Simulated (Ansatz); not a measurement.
# BH3OSSi: one molecule under many settings

Aim: run BH3OSSi under a spread of inputs, and see what each costs and gives.

Program: Ansatz 0.2.0, Gaussian basis. Level of theory: the settings change from run to run. These are calculated values, not measurements.

## Step 1: The geometry

An earlier PBE0-D4 in a triple-zeta def2 set relaxation fixed the geometry.

SMILES `B1O[SiH2]S1`, 7 atoms, charge 0, spin multiplicity 1.

Atoms are counted from 1 here; the program's logs count them from 0.

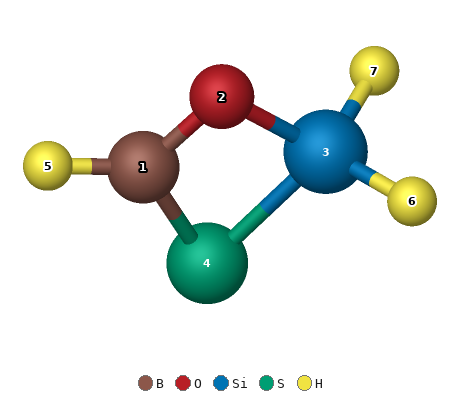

The geometry (boron brown, oxygen red, silicon blue, sulfur teal, hydrogen yellow); atoms are numbered from 1 in the order of the file.

## Step 2: revPBE0/aug-cc-pVTZ

Set apart from the defaults: charge -1, multiplicity 2, coordinates scaled by 1.05, density fitting with cc-pVTZ-jkfit, a grid of angular degree 11, D4 dispersion, high accuracy.

Input file in.yaml:

```yaml
crystal:
  periodic: [false, false, false]
  atoms:
    - {symbol: B, position_ang: [-1.136099, 0.086122, -0.713433]}
    - {symbol: O, position_ang: [0.196318, 0.549798, -1.007913]}
    - {symbol: Si, position_ang: [0.882584, -0.065107, 0.496056]}
    - {symbol: S, position_ang: [-1.160834, -0.807040, 1.007506]}
    - {symbol: H, position_ang: [-2.122139, 0.242916, -1.465120]}
    - {symbol: H, position_ang: [1.441477, 1.074767, 1.391841]}
    - {symbol: H, position_ang: [1.962849, -1.152855, 0.243183]}
basis:
  gaussian: {orbitals: aug-cc-pVTZ, fitting: {mean_field: cc-pVTZ-jkfit}, final_grid: {core_spheres: 5, valence_spheres: 4, degree: 11}}
total_charge: -1
magnetization: {spin_polarized: true, initial_magnetization: 1}
hamiltonian: {xc: {name: revPBE0}, dispersion: d4}
accuracy: high
output: {forces: true}
```

Command:

```bash
$ ansatz run in.yaml --threads 2 --pin off --events-out ev --progress --plain --max-ram 4352MiB
```

The log of the run, shortened:

```text
Functional definition: revPBE0
  name "revPBE0"
  cite "Zhang & Yang, Phys. Rev. Lett. 80, 890 (1998) doi:10.1103/PhysRevLett.80.890"
  cite "Adamo & Barone, J. Chem. Phys. 110, 6158 (1999) doi:10.1063/1.478522"
  cite "Perdew, Burke & Ernzerhof, Phys. Rev. Lett. 77, 3865 (1996) doi:10.1103/PhysRevLett.77.3865"
[...]
490 factors; integrals over basis functions are off by at most 7.3e-1 eV
[...]
mean field -21485.12994350 eV, -789.5639622796 hartree, gradient 5.3e-8 eV, S^2 0.750087; 10 other end points of the search recorded, 0 dependent functions left out
[...]
reference -21485.12994869 eV, -789.5639624702 hartree; 24, 23 occupied and 237, 238 virtual orbitals, 490 factors
Total energy: -21485.61202219 eV, -789.5816783447 hartree
Atom 0 at    -1.136099     0.086122    -0.713433 Å, force     1.508311     0.209430     0.273516 eV/Å
Atom 1 at     0.196318     0.549798    -1.007913 Å, force    -2.097877    -1.253880     1.654919 eV/Å
Atom 2 at     0.882584    -0.065107     0.496056 Å, force     0.321855     0.069077    -0.434827 eV/Å
Atom 3 at    -1.160834    -0.807040     1.007506 Å, force     0.650861     1.078038    -1.681723 eV/Å
Atom 4 at    -2.122139     0.242916    -1.465120 Å, force     1.017512    -0.142260     0.709284 eV/Å
Atom 5 at     1.441477     1.074767     1.391841 Å, force    -0.545479    -0.713520    -0.654884 eV/Å
Atom 6 at     1.962849    -1.152855     0.243183 Å, force    -0.855183     0.753115     0.133714 eV/Å
Dipole moment:    -3.626428     0.692815    -0.291312 e Å
```

It took 42 s on 2 threads of Intel Xeon 6975P-C, shared host; peak memory 0.86 GiB.

Largest force 2.952 eV/Å, ⟨S²⟩ 0.750.

## Step 3: RPA/aug-cc-pVDZ

Options: the search for lower states set to full.

Input file in.yaml:

```yaml
crystal:
  periodic: [false, false, false]
  atoms:
    - {symbol: B, position_ang: [-1.081999, 0.082021, -0.679460]}
    - {symbol: O, position_ang: [0.186969, 0.523617, -0.959917]}
    - {symbol: Si, position_ang: [0.840556, -0.062007, 0.472434]}
    - {symbol: S, position_ang: [-1.105556, -0.768609, 0.959530]}
    - {symbol: H, position_ang: [-2.021085, 0.231349, -1.395353]}
    - {symbol: H, position_ang: [1.372835, 1.023587, 1.325563]}
    - {symbol: H, position_ang: [1.869380, -1.097958, 0.231603]}
basis:
  gaussian: {orbitals: aug-cc-pVDZ}
hamiltonian: {xc: {name: PBE0}}
correlation: {method: rpa}
scf: {lower_state_search: full}
```

Same command.

The log of the run, shortened:

```text
Functional definition: PBE0
  name "PBE0"
  cite "Adamo & Barone, J. Chem. Phys. 110, 6158 (1999) doi:10.1063/1.478522"
  cite "Perdew, Burke & Ernzerhof, Phys. Rev. Lett. 77, 3865 (1996) doi:10.1103/PhysRevLett.77.3865"
  parent pbe
[...]
1258 factors; integrals over basis functions are off by at most 5.0e-4 eV
[...]
mean field -21478.24753793 eV, -789.3110385400 hartree, gradient 1.8e-6 eV, S^2 0.000000; 0 other end points of the search recorded, 0 dependent functions left out
12 core orbitals not correlated: weight in the atoms' cores, before any rotation towards them, 1.000 or more for the frozen orbitals, at most 0.000 for the correlated occupied ones
reference -21439.00185987 eV, -787.8687864728 hartree; 11, 11 occupied and 104, 104 virtual orbitals, 1258 factors
Total energy: -21459.63098787 eV, -788.6268929438 hartree
```

It took 2.4 s on 2 threads of Intel Xeon 6975P-C, shared host; peak memory 0.31 GiB.

## Step 4: MP2/6-31++G**

This run has a point charge of -1.00 e beside it.

Changes to in.yaml since step 3:

```diff
@@ -11,5 +11,5 @@
 basis:
-  gaussian: {orbitals: aug-cc-pVDZ}
-hamiltonian: {xc: {name: PBE0}}
-correlation: {method: rpa}
-scf: {lower_state_search: full}
+  gaussian: {orbitals: "6-31++G**", point_charges: [{charge: -1.00, position_ang: [5.014, 0.361, 0.069]}]}
+hamiltonian: {xc: {name: HF}}
+correlation: {method: mp2}
+output: {forces: true}
```

Launched as before.

The log of the run, shortened:

```text
Functional definition: HF
  name "HF"
  cite "Fock, Z. Phys. 61, 126 (1930) doi:10.1007/BF01340294"
  parent pbe
[...]
883 factors; integrals over basis functions are off by at most 8.3e-4 eV
[...]
mean field -21438.83611679 eV, -787.8626955269 hartree, gradient 1.4e-6 eV, S^2 0.000000; 0 other end points of the search recorded, 0 dependent functions left out
12 core orbitals not correlated: weight in the atoms' cores, before any rotation towards them, 1.000 or more for the frozen orbitals, at most 0.000 for the correlated occupied ones
reference -21438.83611679 eV, -787.8626955269 hartree; 11, 11 occupied and 79, 79 virtual orbitals, 883 factors
second order -13.00249788 eV of doubles, -0.00000000 eV of singles
[...]
Total energy: -21451.83861467 eV, -788.3405285107 hartree
Atom 0 at    -1.081999     0.082021    -0.679460 Å, force    -0.424942    -0.142168     0.078169 eV/Å
Atom 1 at     0.186969     0.523617    -0.959917 Å, force    -0.441863     0.479979    -1.008030 eV/Å
Atom 2 at     0.840556    -0.062007     0.472434 Å, force     2.171476    -0.197495     0.909251 eV/Å
Atom 3 at    -1.105556    -0.768609     0.959530 Å, force    -0.490098    -0.047167    -0.053114 eV/Å
Atom 4 at    -2.021085     0.231349    -1.395353 Å, force     0.115985    -0.019126     0.080249 eV/Å
Atom 5 at     1.372835     1.023587     1.325563 Å, force    -0.327628    -0.189270    -0.115868 eV/Å
Atom 6 at     1.869380    -1.097958     0.231603 Å, force    -0.406798     0.140950     0.067519 eV/Å
Dipole moment:     0.605590     0.023517     0.136977 e Å
```

Run time: 1.2 s. Hardware: 2 threads of Intel Xeon 6975P-C, shared host.

Largest force 2.362 eV/Å, dipole 2.98 D.

## Step 5: CCSD/aug-cc-pVDZ

Set apart from the defaults: multiplicity 3, atoms shaken by 0.03 Å, a point charge of 0.50 e beside it, 2 DIIS vectors, high accuracy.

Input file in.yaml:

```yaml
crystal:
  periodic: [false, false, false]
  atoms:
    - {symbol: B, position_ang: [-1.094116, 0.101033, -0.693875]}
    - {symbol: O, position_ang: [0.207554, 0.557936, -0.969085]}
    - {symbol: Si, position_ang: [0.832209, -0.029652, 0.544958]}
    - {symbol: S, position_ang: [-1.093913, -0.728564, 0.952918]}
    - {symbol: H, position_ang: [-2.076858, 0.194542, -1.430247]}
    - {symbol: H, position_ang: [1.379563, 1.049532, 1.297092]}
    - {symbol: H, position_ang: [1.840858, -1.113715, 0.206748]}
basis:
  gaussian: {orbitals: aug-cc-pVDZ, point_charges: [{charge: 0.50, position_ang: [6.318, -0.252, -0.749]}]}
magnetization: {spin_polarized: true, initial_magnetization: 2}
hamiltonian: {xc: {name: HF}}
correlation: {method: ccsd, diis_vectors: 2}
accuracy: high
```

Launched as before.

The log of the run, shortened:

```text
Functional definition: HF
  name "HF"
  cite "Fock, Z. Phys. 61, 126 (1930) doi:10.1007/BF01340294"
  parent pbe
[...]
2520 factors; integrals over basis functions are off by at most 3.5e-9 eV
[...]
mean field -21434.00927388 eV, -787.6853123217 hartree, gradient 2.2e-8 eV, S^2 2.027671; 16 other end points of the search recorded, 0 dependent functions left out
determinant -21434.00927388 eV, -787.6853123217 hartree, with singles and doubles -21448.63850497 eV, -788.2229266484 hartree
determinant -21433.88475955 eV, -787.6807365046 hartree, with singles and doubles -21448.70534202 eV, -788.2253828648 hartree
determinant -21432.42374242 eV, -787.6270451152 hartree, with singles and doubles -21447.57456537 eV, -788.1838275892 hartree
determinant -21432.16198774 eV, -787.6174258082 hartree, with singles and doubles -21447.43691878 eV, -788.1787691704 hartree
determinant -21434.00927388 eV, -787.6853123217 hartree, with singles and doubles -21448.63630881 eV, -788.2228459409 hartree
determinant -21433.88475955 eV, -787.6807365046 hartree, with singles and doubles -21448.69730646 eV, -788.2250875632 hartree
12 core orbitals not correlated: weight in the atoms' cores, before any rotation towards them, 1.000 or more for the frozen orbitals, at most 0.000 for the correlated occupied ones
reference -21433.88475955 eV, -787.6807365046 hartree; 12, 10 occupied and 103, 105 virtual orbitals, 2520 factors
second order -13.69188064 eV of doubles, -0.00000000 eV of singles
cycle   1  -14.81254625 eV  change    6.6e-7 eV  update   5.7e-6
[...]
cycle  47  -14.81254441 eV  change   3.1e-10 eV  update   2.2e-9
Total energy: -21448.69730396 eV, -788.2250874713 hartree
```

Wall time 3.1 min (2 threads of Intel Xeon 6975P-C, shared host); peak memory 2.8 GiB.

⟨S²⟩ 2.021, T1 0.026.

## Step 6: CAM-B3LYP/cc-pVTZ

This run has unrestricted orbitals, coordinates scaled by 1.12, D4 dispersion, relativity set to none, high accuracy.

Input file in.yaml:

```yaml
crystal:
  periodic: [false, false, false]
  atoms:
    - {symbol: B, position_ang: [-1.211839, 0.091864, -0.760995]}
    - {symbol: O, position_ang: [0.209405, 0.586451, -1.075107]}
    - {symbol: Si, position_ang: [0.941423, -0.069448, 0.529126]}
    - {symbol: S, position_ang: [-1.238223, -0.860842, 1.074673]}
    - {symbol: H, position_ang: [-2.263615, 0.259110, -1.562795]}
    - {symbol: H, position_ang: [1.537575, 1.146418, 1.484630]}
    - {symbol: H, position_ang: [2.093705, -1.229712, 0.259396]}
basis:
  gaussian: {orbitals: cc-pVTZ}
magnetization: {spin_polarized: true, initial_magnetization: 0}
hamiltonian: {xc: {name: CAM-B3LYP}, dispersion: d4, pseudopotentials: {relativity: none}}
accuracy: high
output: {forces: true}
```

Same command.

The log of the run, shortened:

```text
Functional definition: CAM-B3LYP
  name "CAM-B3LYP"
  cite "Yanai, Tew & Handy, Chem. Phys. Lett. 393, 51 (2004) doi:10.1016/j.cplett.2004.06.011"
  cite "Iikura, Tsuneda, Yanai & Hirao, J. Chem. Phys. 115, 3540 (2001) doi:10.1063/1.1383587"
  cite "Becke, Phys. Rev. A 38, 3098 (1988) doi:10.1103/PhysRevA.38.3098"
  cite "Lee, Yang & Parr, Phys. Rev. B 37, 785 (1988) doi:10.1103/PhysRevB.37.785"
  cite "Vosko, Wilk & Nusair, Can. J. Phys. 58, 1200 (1980) doi:10.1139/p80-159"
[...]
  # Exact exchange under (alpha + beta erf(omega r))/r, Becke's under what is left of 1/r.
[...]
2962 factors; integrals over basis functions are off by at most 3.3e-9 eV
515 factors; integrals over basis functions are off by at most 2.0e-9 eV
[...]
mean field -21487.06642587 eV, -789.6351266940 hartree, gradient 1.7e-8 eV, S^2 0.000000; 0 other end points of the search recorded, 0 dependent functions left out
[...]
reference -21487.06644635 eV, -789.6351274465 hartree; 23, 23 occupied and 147, 147 virtual orbitals, 2962 factors
Total energy: -21487.21016796 eV, -789.6404091182 hartree
Atom 0 at    -1.211839     0.091864    -0.760995 Å, force     2.124910     0.572202    -0.145556 eV/Å
Atom 1 at     0.209405     0.586451    -1.075107 Å, force    -3.126620    -2.738996     3.892692 eV/Å
Atom 2 at     0.941423    -0.069448     0.529126 Å, force    -1.050341     0.386478    -1.225891 eV/Å
Atom 3 at    -1.238223    -0.860842     1.074673 Å, force     2.398404     2.159764    -3.100084 eV/Å
Atom 4 at    -2.263615     0.259110    -1.562795 Å, force     2.203489    -0.321981     1.624791 eV/Å
Atom 5 at     1.537575     1.146418     1.484630 Å, force    -0.885140    -1.694003    -1.381658 eV/Å
Atom 6 at     2.093705    -1.229712     0.259396 Å, force    -1.664703     1.636536     0.335706 eV/Å
Dipole moment:     0.270493    -0.001266     0.125205 e Å
```

Run time: 13 s. Hardware: 2 threads of Intel Xeon 6975P-C, shared host; peak memory 1.2 GiB.

Largest force 5.695 eV/Å, dipole 1.43 D, ⟨S²⟩ 0.000.

## Step 7: wPBEh/aug-cc-pVDZ

Options: density fitting with def2-universal-jkfit, finite nuclei, high accuracy.

Input file in.yaml:

```yaml
crystal:
  periodic: [false, false, false]
  atoms:
    - {symbol: B, position_ang: [-1.081999, 0.082021, -0.679460]}
    - {symbol: O, position_ang: [0.186969, 0.523617, -0.959917]}
    - {symbol: Si, position_ang: [0.840556, -0.062007, 0.472434]}
    - {symbol: S, position_ang: [-1.105556, -0.768609, 0.959530]}
    - {symbol: H, position_ang: [-2.021085, 0.231349, -1.395353]}
    - {symbol: H, position_ang: [1.372835, 1.023587, 1.325563]}
    - {symbol: H, position_ang: [1.869380, -1.097958, 0.231603]}
basis:
  gaussian: {orbitals: aug-cc-pVDZ, fitting: {mean_field: def2-universal-jkfit}, nuclear_model: gaussian}
hamiltonian: {xc: {name: wPBEh}}
accuracy: high
output: {forces: true}
```

Launched as before.

The log of the run, shortened:

```text
Functional definition: wPBEh
  name "wPBEh"
  cite "Heyd, Scuseria & Ernzerhof, J. Chem. Phys. 118, 8207 (2003) doi:10.1063/1.1564060"
  cite "Krukau, Vydrov, Izmaylov & Scuseria, J. Chem. Phys. 125, 224106 (2006) doi:10.1063/1.2404663"
  cite "Heyd & Scuseria, J. Chem. Phys. 120, 7274 (2004) doi:10.1063/1.1668634"
  cite "Ernzerhof & Perdew, J. Chem. Phys. 109, 3313 (1998) doi:10.1063/1.476928"
  cite "Perdew, Burke & Ernzerhof, Phys. Rev. Lett. 77, 3865 (1996) doi:10.1103/PhysRevLett.77.3865"
  parent pbe
[...]
462 factors; integrals over basis functions are off by at most 3.3e-1 eV
462 factors; integrals over basis functions are off by at most 4.8e-7 eV
[...]
mean field -21479.35756317 eV, -789.3518312151 hartree, gradient 5.8e-8 eV, S^2 0.000000; 0 other end points of the search recorded, 0 dependent functions left out
[...]
reference -21479.35757358 eV, -789.3518315977 hartree; 23, 23 occupied and 104, 104 virtual orbitals, 462 factors
Total energy: -21479.35757358 eV, -789.3518315977 hartree
Atom 0 at    -1.081999     0.082021    -0.679460 Å, force    -0.297336    -0.003786    -0.127786 eV/Å
Atom 1 at     0.186969     0.523617    -0.959917 Å, force    -0.254320     0.469530    -1.026056 eV/Å
Atom 2 at     0.840556    -0.062007     0.472434 Å, force     0.881812    -0.277047     0.937674 eV/Å
Atom 3 at    -1.105556    -0.768609     0.959530 Å, force    -0.408195    -0.219990     0.241287 eV/Å
Atom 4 at    -2.021085     0.231349    -1.395353 Å, force    -0.120509     0.023777    -0.100697 eV/Å
Atom 5 at     1.372835     1.023587     1.325563 Å, force     0.060813     0.168304     0.122642 eV/Å
Atom 6 at     1.869380    -1.097958     0.231603 Å, force     0.137736    -0.160787    -0.047063 eV/Å
Dipole moment:     0.240697    -0.002091     0.113284 e Å
```

Run time: 2.7 s. Hardware: 2 threads of Intel Xeon 6975P-C, shared host; peak memory 0.29 GiB.

Largest force 1.317 eV/Å, dipole 1.28 D.

## Step 8: SPW92/def2-mTZVP

Changes to in.yaml since step 7:

```diff
@@ -11,5 +11,4 @@
 basis:
-  gaussian: {orbitals: aug-cc-pVDZ, fitting: {mean_field: def2-universal-jkfit}, nuclear_model: gaussian}
-hamiltonian: {xc: {name: wPBEh}}
-accuracy: high
+  gaussian: {orbitals: def2-mTZVP}
+hamiltonian: {xc: {name: SPW92}}
 output: {forces: true}
```

Same command.

The log of the run, shortened:

```text
Functional definition: SPW92
  name "SPW92"
  cite "Dirac, Proc. Camb. Phil. Soc. 26, 376 (1930) doi:10.1017/S0305004100016108"
  cite "Slater, Phys. Rev. 81, 385 (1951) doi:10.1103/PhysRev.81.385"
  cite "Perdew & Wang, Phys. Rev. B 45, 13244 (1992) doi:10.1103/PhysRevB.45.13244"
[...]
898 factors; their error is unknown
[...]
mean field -21397.99800981 eV, -786.3619227767 hartree, gradient 4.2e-5 eV, S^2 0.000000; 0 other end points of the search recorded, 0 dependent functions left out
[...]
reference -21397.99804710 eV, -786.3619241471 hartree; 23, 23 occupied and 73, 73 virtual orbitals, 898 factors
Total energy: -21397.99804710 eV, -786.3619241471 hartree
Atom 0 at    -1.081999     0.082021    -0.679460 Å, force     0.171377    -0.046792     0.168376 eV/Å
Atom 1 at     0.186969     0.523617    -0.959917 Å, force    -0.112699     0.071853    -0.190563 eV/Å
Atom 2 at     0.840556    -0.062007     0.472434 Å, force     0.067390    -0.055364     0.138136 eV/Å
Atom 3 at    -1.105556    -0.768609     0.959530 Å, force    -0.171324    -0.027017    -0.025454 eV/Å
Atom 4 at    -2.021085     0.231349    -1.395353 Å, force    -0.161069     0.028171    -0.127640 eV/Å
Atom 5 at     1.372835     1.023587     1.325563 Å, force     0.062794     0.187254     0.107619 eV/Å
Atom 6 at     1.869380    -1.097958     0.231603 Å, force     0.143531    -0.158105    -0.070473 eV/Å
Dipole moment:     0.278408    -0.000282     0.126891 e Å
```

Run time: 0.5 s. Hardware: 2 threads of Intel Xeon 6975P-C, shared host.

Largest force 0.245 eV/Å, dipole 1.47 D.

## Step 9: PBE/6-31++G**

This run has relativity set to scalar, high accuracy.

Changes to in.yaml since step 8:

```diff
@@ -11,4 +11,4 @@
 basis:
-  gaussian: {orbitals: def2-mTZVP}
-hamiltonian: {xc: {name: SPW92}}
-output: {forces: true}
+  gaussian: {orbitals: "6-31++G**"}
+hamiltonian: {xc: {name: PBE}, pseudopotentials: {relativity: scalar}}
+accuracy: high
```

Launched as before.

The log of the run:

```text
Functional definition: PBE
  name "PBE"
  cite "Perdew, Burke & Ernzerhof, Phys. Rev. Lett. 77, 3865 (1996) doi:10.1103/PhysRevLett.77.3865"
  parent pbe
  parameter kappa = 0.804
  parameter beta = 0.06672455060314922
  exchange = pbe_x(kappa = kappa, mu = beta*pi^2/3)
  correlation = pbe_c(beta = beta)
2067 factors; integrals over basis functions are off by at most 3.9e-9 eV
mean field evaluation 1: about -21509.7458 eV, gradient 6.2e1 eV
mean field evaluation 2: about -21451.2955 eV, gradient 1.7e2 eV
mean field evaluation 4: about -21517.2056 eV, gradient 1.5e1 eV
mean field evaluation 8: about -21517.7121 eV, gradient 8.6e-1 eV
mean field evaluation 16: about -21517.7141 eV, gradient 6.7e-5 eV
mean field -21517.71413959 eV, -790.7614093994 hartree, gradient 5.1e-8 eV, S^2 0.000000; 0 other end points of the search recorded, 0 dependent functions left out
reference -21517.71414531 eV, -790.7614096096 hartree; 23, 23 occupied and 79, 79 virtual orbitals, 2067 factors
Total energy: -21517.71414531 eV, -790.7614096096 hartree
Relativity: scalar
```

Run time: 2.4 s. Hardware: 2 threads of Intel Xeon 6975P-C, shared host; peak memory 0.29 GiB.

## Step 10: LC-wPBE/aug-cc-pVDZ

Changes to in.yaml since step 9:

```diff
@@ -11,4 +11,3 @@
 basis:
-  gaussian: {orbitals: "6-31++G**"}
-hamiltonian: {xc: {name: PBE}, pseudopotentials: {relativity: scalar}}
-accuracy: high
+  gaussian: {orbitals: aug-cc-pVDZ}
+hamiltonian: {xc: {name: LC-wPBE}}
```

Same command.

The log of the run, shortened:

```text
Functional definition: LC-wPBE
  name "LC-wPBE"
  cite "Vydrov & Scuseria, J. Chem. Phys. 125, 234109 (2006) doi:10.1063/1.2409292"
  cite "Heyd & Scuseria, J. Chem. Phys. 120, 7274 (2004) doi:10.1063/1.1668634"
  cite "Ernzerhof & Perdew, J. Chem. Phys. 109, 3313 (1998) doi:10.1063/1.476928"
  cite "Perdew, Burke & Ernzerhof, Phys. Rev. Lett. 77, 3865 (1996) doi:10.1103/PhysRevLett.77.3865"
  parent pbe
[...]
1219 factors; their error is unknown
599 factors; integrals over basis functions are off by at most 1.6e-5 eV
[...]
mean field -21480.89703898 eV, -789.4084059076 hartree, gradient 3.5e-5 eV, S^2 0.000000; 0 other end points of the search recorded, 0 dependent functions left out
reference -21480.89703899 eV, -789.4084059081 hartree; 23, 23 occupied and 104, 104 virtual orbitals, 1219 factors
Total energy: -21480.89703899 eV, -789.4084059081 hartree
```

Wall time 1.3 s (2 threads of Intel Xeon 6975P-C, shared host); peak memory 0.26 GiB.

## Step 11: All runs side by side

| level | charge | multiplicity | geometry | functions | energy (eV) | time |
| --- | --- | --- | --- | --- | --- | --- |
| revPBE0/aug-cc-pVTZ | -1 | 2 | scaled | 261 | -21485.612 | 42 s |
| RPA/aug-cc-pVDZ | 0 | 1 | relaxed | 127 | -21459.631 | 2.4 s |
| MP2/6-31++G** | 0 | 1 | relaxed, point charge | 102 | -21451.839 | 1.2 s |
| CCSD/aug-cc-pVDZ | 0 | 3 | shaken, point charge | 127 | -21448.697 | 3.1 min |
| CAM-B3LYP/cc-pVTZ | 0 | 1 | scaled | 170 | -21487.210 | 13 s |
| wPBEh/aug-cc-pVDZ | 0 | 1 | relaxed | 127 | -21479.358 | 2.7 s |
| SPW92/def2-mTZVP | 0 | 1 | relaxed | 96 | -21397.998 | 0.5 s |
| PBE/6-31++G** | 0 | 1 | relaxed | 102 | -21517.714 | 2.4 s |
| LC-wPBE/aug-cc-pVDZ | 0 | 1 | relaxed | 127 | -21480.897 | 1.3 s |

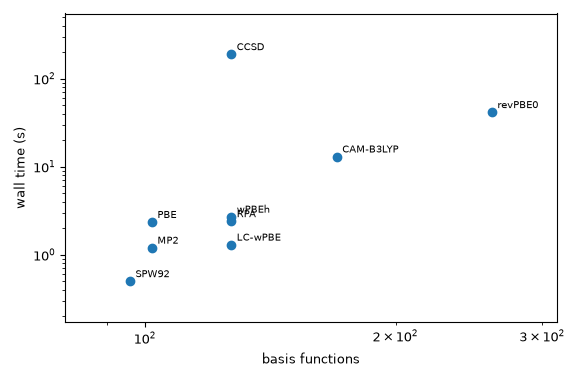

Wall time against the number of basis functions (shared host).

## Step 12: Results

| quantity | value |
| --- | --- |
| runs | 9 |
| quickest | SPW92/def2-mTZVP, 0.5 s |
| slowest | CCSD/aug-cc-pVDZ, 3.1 min |
| spread of total energies, same state and geometry | 119.7 eV |
| dipole, same state and geometry | 1.28 to 1.47 D |

Run time spans a factor of 377, from SPW92/def2-mTZVP to CCSD/aug-cc-pVDZ. The jobs differ in tasks and options as well as level. Total energies at one charge and spin differ by 120 eV between levels, so only differences within one level mean anything. Some of these runs are scalar-relativistic and others not, which shifts the totals of all-electron atoms past neon by eV; core potentials, where a basis has them, take the core out of the total altogether. At the PBE0-D4/def2-TZVP geometry and in the same state, runs without warnings or point charges leave forces up to 1.32 eV/Å (wPBEh/aug-cc-pVDZ), against 5.7 eV/Å where the atoms were moved.
